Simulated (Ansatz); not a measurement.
```tsv
atom	x (Å)	y (Å)	z (Å)
C	-0.1853	1.3351	-0.0459
B	0.0451	-0.2030	-0.2443
Ga	0.1468	-1.5371	1.3577
Te	0.2654	-1.0336	-2.1879
H	0.6038	1.7500	0.5932
H	-1.1190	1.5033	0.5046
H	-0.2222	1.9234	-0.9654
H	-1.1394	-2.2359	1.9460
H	1.5073	-1.8954	2.0708
H	0.0975	0.3933	-3.0287
```

Geometry: PBE0-D4/def2-TZVP; core potentials replace the inner electrons of Te.

Level of theory: Ansatz, RKS PBE0-D4/def2-TZVPP.

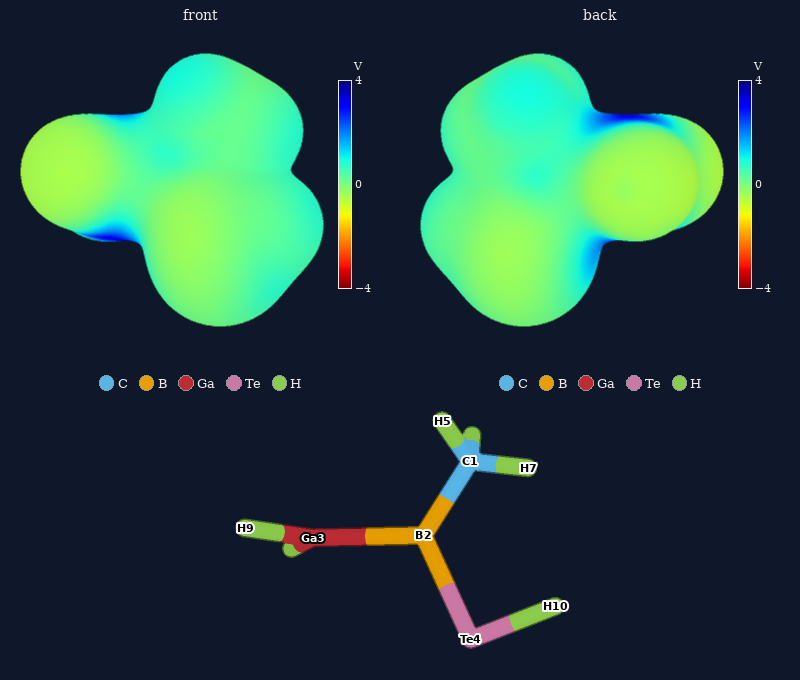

CH₆BGaTe (SMILES C[B]([GaH2])[TeH]). The molecular electrostatic potential painted on the density surface at 0.002 e/bohr³, seen from the front and from behind; red is negative and blue positive. The bare structure is drawn below in the same view.

> Where is the surface potential most negative and most positive?

The most negative region (about −0.5 V) lies over H8 and H9, the most positive (about +3.0 V) over Ga3.
